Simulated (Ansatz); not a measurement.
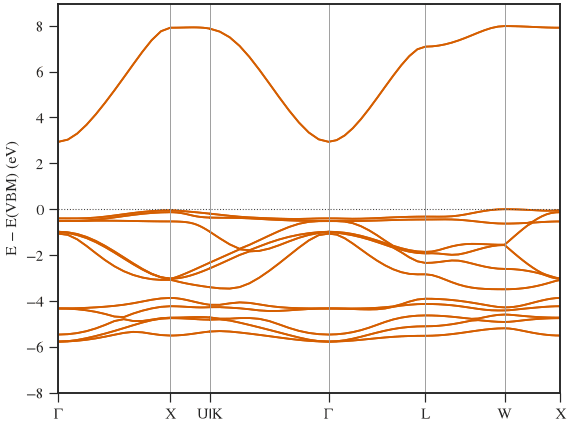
Figure: Band structure from plane-wave PAW PBEsol with spin–orbit coupling (Ansatz code)

**Question.** Read off the gap and where the band edges lie.

**Answer.** About 2.9 eV (2.94 eV by a search for the band edges); maximum at W, minimum at Γ.

The material is CdF2 (fluorite, Fm-3m).

Symmetry was held in the PBEsol relaxation.

Potentials: the later of the program's two PAW sets.
